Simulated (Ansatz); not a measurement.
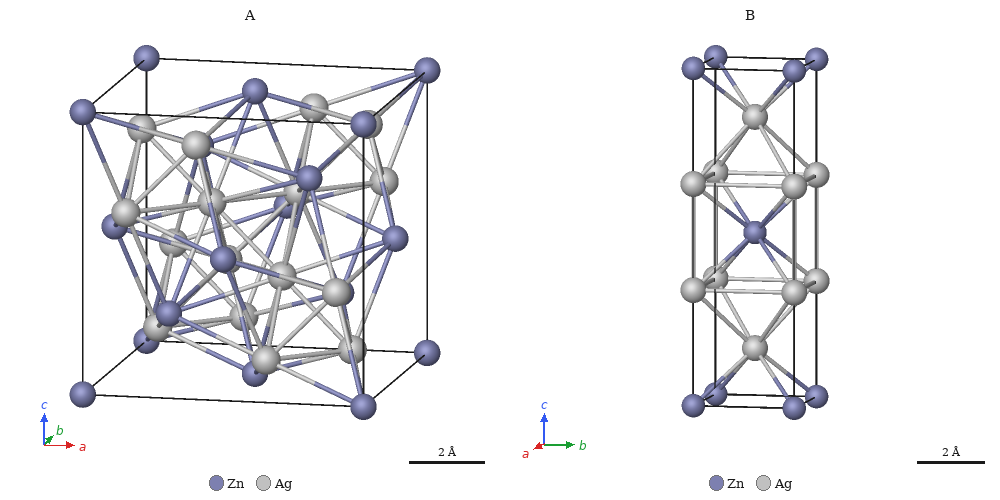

Two structures of ZnAg2, each relaxed to rest (conventional cells in solid outline, small ones repeated, not to one scale). Method: DFT PBE, scalar-relativistic, plane waves, PAW in Ansatz, without spin polarisation.

> Characterise the two forms.

A: cubic Laves phase (C15, MgCu₂ type), Fd-3m. B: 6 atoms a cell on a body-centred tetragonal lattice, I4/mmm.

> A or B: which is lower in energy?

B is lower, by 233 meV/atom at this level of theory (energies at zero smearing). Volumes: A 19.3, B 16.7 Å³/atom.

One or both may be structure types tried for this composition rather than known phases.
